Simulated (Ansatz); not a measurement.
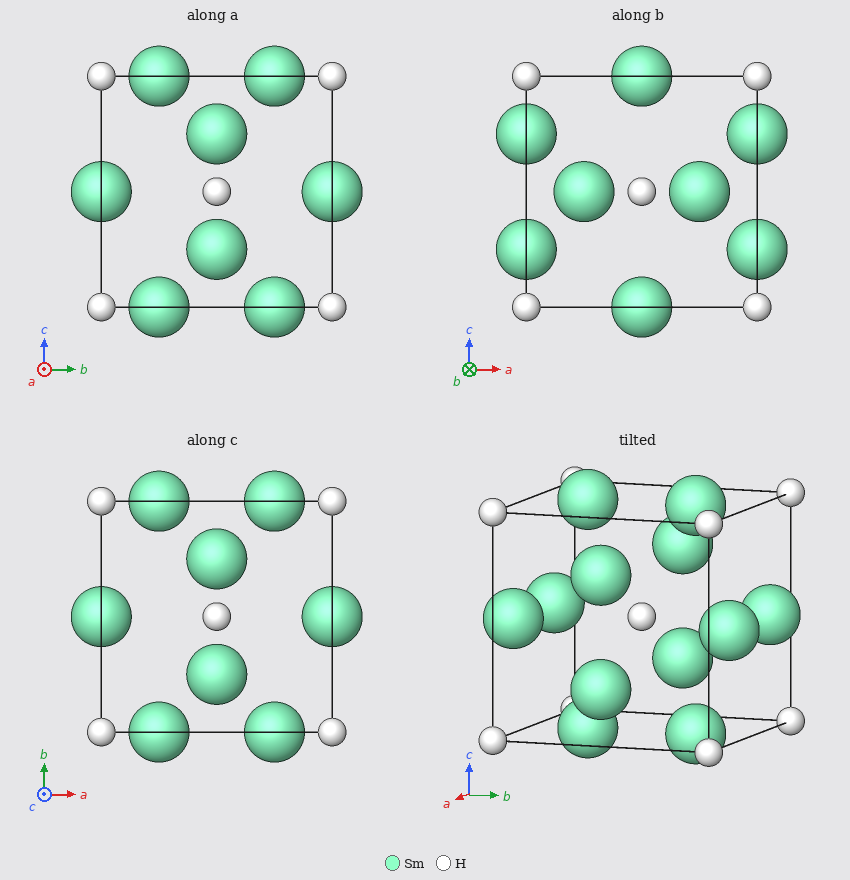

Drawn in the spheres-only manner and seen along the a axis, along the b axis, along the c axis and slightly off an axis. Thin lines show the conventional unit cell, with boundary atoms drawn in all their periodic places.

Lattice parameters: a = 6.070 Å, b = 6.070 Å, c = 6.070 Å, α = 90.00°, β = 90.00°, γ = 90.00°. Put a along x and b in the xy plane.

> Transcribe the picture into a POSCAR file.

```
Sm H
1.0
     6.070    0.000    0.000
     0.000    6.070    0.000
     0.000    0.000    6.070
Sm H
6 2
Direct
  0.2500 0.0000 0.5000
  0.7500 0.0000 0.5000
  0.0000 0.5000 0.2500
  0.0000 0.5000 0.7500
  0.5000 0.7500 0.0000
  0.5000 0.2500 0.0000
  0.0000 0.0000 0.0000
  0.5000 0.5000 0.5000
```

The model was built from a structure type filled with these elements by a generator (whether the compound takes this form wasn't checked). Earlier steps of the study, as a rule a relaxation of our own, may have changed the cell and positions, so they can lie some per cent off the listed ones. An electronic-structure calculation with Ansatz was run on it.
